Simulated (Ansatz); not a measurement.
A computed series for MgO: pressure series

Start from MgO in the rock salt structure (space group Fm-3m, No. 225; a = 4.204 Å).

Cell and atoms are relaxed at each pressure.

Level of theory: r2SCAN/PAW in Ansatz (a first-principles code), no spin-orbit coupling.

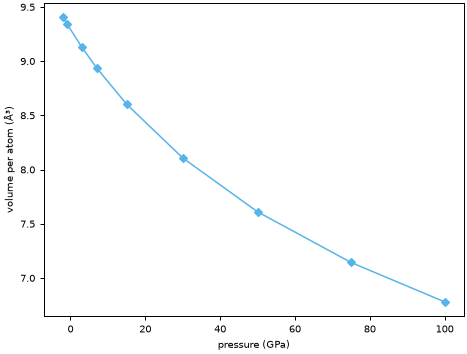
*Volume against pressure*

**Question.** Estimate the zero-pressure bulk modulus from the plot.

**Answer.** About 170 GPa; a third-order Birch–Murnaghan fit to the points gives V₀ = 9.29 Å³/atom, B₀ = 167 GPa and B₀′ = 4.1.

Measured bulk modulus of MgO: 169.8 GPa (static lattice; corrected from measurement; as listed in Daniel Mejia-Rodriguez, S. B. Trickey, Phys. Rev. B (2018)); the computed value is 2 % below it.

Between the base and pressure 15 GPa the gap moves from 5.68 eV to 6.51 eV, a mean slope of 55 meV/GPa.

Load acts through the strain it causes; cell and atoms are relaxed under it. Whether these cells are dynamically stable was not tested. No other phases were tried under pressure.
